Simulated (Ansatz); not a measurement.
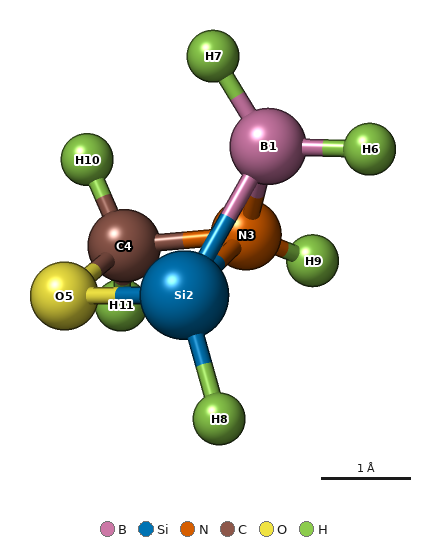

Fig. 1: The structure (ball-and-stick view, seen at a tilt; atoms are numbered from 1 in the order of the input).

## What a change does: single-point calculation on CH6BNOSi

System: CH6BNOSi.
Method of run A: RKS SPW92 (LDA)/def2-TZVPP (Ansatz 0.2.0).

The geometry comes from this level: PBE0-D4/def2-TZVP. Text and figures count atoms from 1; the logs count them from 0 in places.

**Input, run A**
```yaml
crystal:
  periodic: [false, false, false]
  atoms:
    - {symbol: B, position_ang: [-1.439149, 0.079726, 0.209541]}
    - {symbol: Si, position_ang: [-0.120134, -1.375885, 0.003825]}
    - {symbol: N, position_ang: [0.079648, 0.427513, 0.515346]}
    - {symbol: C, position_ang: [0.999502, 0.520333, -0.633366]}
    - {symbol: O, position_ang: [1.011003, -0.807070, -1.122992]}
    - {symbol: H, position_ang: [-2.061231, -0.009027, 1.230600]}
    - {symbol: H, position_ang: [-1.905897, 0.579231, -0.774102]}
    - {symbol: H, position_ang: [0.525986, -2.375820, 0.904652]}
    - {symbol: H, position_ang: [0.352295, 0.870116, 1.378580]}
    - {symbol: H, position_ang: [0.624909, 1.216108, -1.390747]}
    - {symbol: H, position_ang: [1.998468, 0.817874, -0.300737]}
basis:
  gaussian: {orbitals: def2-TZVPP}
hamiltonian: {xc: lda}
output: {orbitals: {seedname: orbitals}}
```

Hardware: 4 threads of Arm Neoverse V2, 23 GiB of memory available, shared host.

**Output (run A)**
```
Functional definition: SPW92
  exchange = slater_x
  correlation = pw_c
1297 factors; their error is unknown
mean field evaluation 1: about -13136.2637 eV, gradient 8.3e1 eV
mean field evaluation 2: about -13054.5283 eV, gradient 1.9e2 eV
mean field evaluation 4: about -13151.3153 eV, gradient 1.5e1 eV
mean field evaluation 8: about -13151.8456 eV, gradient 2.7e-1 eV
mean field evaluation 16: about -13151.8136 eV, gradient 4.4e-4 eV
mean field -13151.81361809 eV, -483.3202358452 hartree, gradient 4.1e-5 eV, S^2 0.000000; 0 other end points of the search recorded, 0 dependent functions left out
reference -13151.81366056 eV, -483.3202374059 hartree; 23, 23 occupied and 227, 227 virtual orbitals, 1297 factors
Total energy: -13151.81366056 eV, -483.3202374059 hartree
```

The input of run B differs as follows (lines with − go, lines with + come):
```diff
-hamiltonian: {xc: lda}
+hamiltonian: {xc: {name: B97M-V}}
```

What does this change do to the results?

The total energies belong to different methods, so their difference says nothing on which is more stable or more accurate. The HOMO goes from −5.53 to −5.73 eV. The LUMO goes from −2.27 to −1.94 eV.

**Output (run B)**
```
Functional definition: B97M-V
  parameter cx00 = 1.000
  parameter cx01 = 1.308
  parameter cx02 = 1.901
  parameter cx10 = 0.416
  parameter cx11 = 3.070
  parameter css00 = 1.000
  parameter css02 = -1.855
  parameter css10 = -5.668
  parameter css32 = -20.497
  parameter css42 = -20.364
  parameter cos00 = 1.000
  parameter cos01 = 1.573
  parameter cos03 = -6.298
  parameter cos10 = 2.535
  parameter cos32 = -6.427
  parameter b = 6.0
  parameter c = 0.01
  gx(w, u) = cx00 + cx01*u + cx02*u^2 + (cx10 + cx11*u)*w
  gss(w, u) = css00 + css02*u^2 + css10*w + (css32*w^3 + css42*w^4)*u^2
  gos(w, u) = cos00 + cos01*u + cos03*u^3 + cos10*w + cos32*w^3*u^2
  exchange = spin_sum(e_x_unif_s*gx(b97_w, b97_u_x))
  correlation = spin_sum(e_c_pw_mod_same_spin*gss(b97_w, b97_u_same))
      + integral(e_c_pw_mod_opposite_spin*gos(b97_w_opposite, b97_u_opposite)) + vv10(b, c)
1297 factors; their error is unknown
mean field evaluation 1: about -13214.1972 eV, gradient 7.0e1 eV
mean field evaluation 2: about -13172.4833 eV, gradient 1.4e2 eV
mean field evaluation 4: about -13225.2224 eV, gradient 9.6e0 eV
mean field evaluation 8: about -13225.4236 eV, gradient 1.2e-1 eV
mean field evaluation 16: about -13225.3979 eV, gradient 5.4e-4 eV
mean field -13225.39790314 eV, -486.0244084439 hartree, gradient 4.8e-5 eV, S^2 0.000000; 0 other end points of the search recorded, 0 dependent functions left out
reference -13225.39796944 eV, -486.0244108802 hartree; 23, 23 occupied and 227, 227 virtual orbitals, 1297 factors
Total energy: -13225.39796944 eV, -486.0244108802 hartree
```

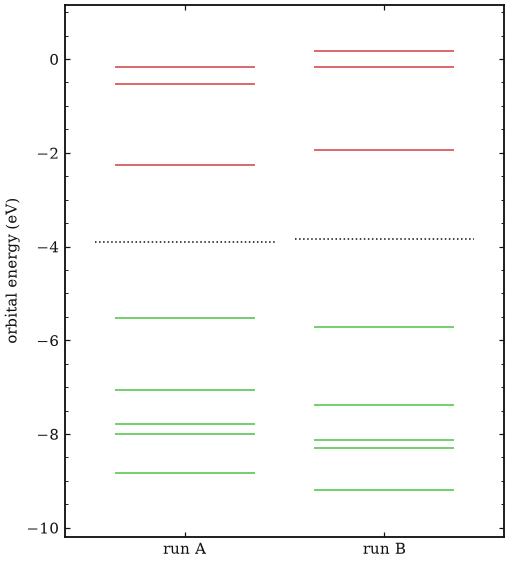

Fig. 2: The five highest filled and three lowest empty orbital energies of the two runs; the dotted lines part filled from empty levels. The HOMO–LUMO gap is 3.27 eV in run A and 3.79 eV in run B.

**The two runs side by side**

```tsv
quantity	run A	run B
outcome	converged	converged
total energy (hartree)	−483.320237	−486.024411
HOMO (eV)	−5.53	−5.73
LUMO (eV)	−2.27	−1.94
basis functions	250	250
wall time (shared host)	1.1 s	8 s
```
